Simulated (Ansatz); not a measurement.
System: F2GeH2.

Input file:

```
crystal:
  periodic: [false, false, false]
  atoms:
    - { symbol: Ge, position_ang: [0.0, 0.0, 0.0] }
    - { symbol: F, position_ang: [0.0, 0.0, 1.68] }
    - { symbol: H, position_ang: [1.4616, 0.0, -0.5162] }
    - { symbol: H, position_ang: [-0.73, 1.2648, -0.5162] }
    - { symbol: F, position_ang: [-0.7913, -1.3709, -0.5594] }
basis:
  gaussian: { orbitals: def2-SVP }
hamiltonian:
  xc: pbe0
relax:
  f_tol: 0.02
  max_steps: 40
output:
  orbitals: {}
```

Launched as:

```sh
ansatz run input.yaml --threads 1 --pin off --max-ram 2048MiB --backend cpu --events-out ev --progress --plain --runs-dir out
```

The fields are those of the run's last geometry, not of the input's.

All numbers below come from RKS PBE0/def2-SVP in Ansatz.

Q: What can the converged electron density and electron localisation function tell about the bonding?

A: Ge–F (1.73 Å): the density is about 0.94 e/Å³ at the midpoint; the ELF peaks at about 0.80 in the valence shell of F, 0.5 Å from its nucleus, and is about 0.25 at the midpoint.
Ge–H (1.53 Å): ρ is about 1.1 e/Å³ halfway; the ELF climbs to about 1 towards the hydrogen.

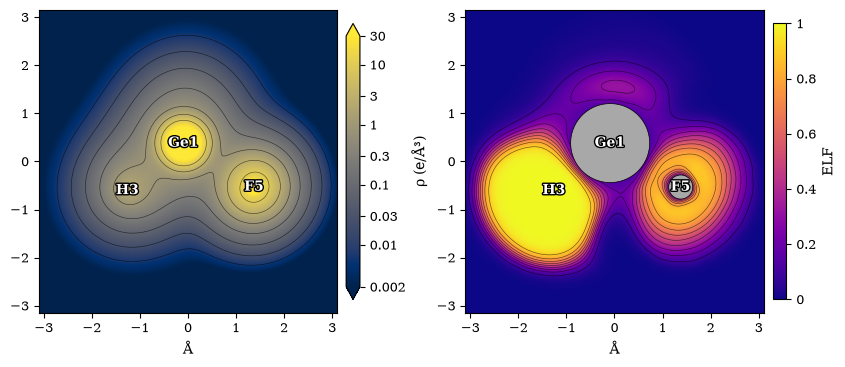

Computed electron density and electron localisation function on the plane of atoms H3, Ge1 and F5, in this order. Grey discs cover the atomic cores in the ELF map. 
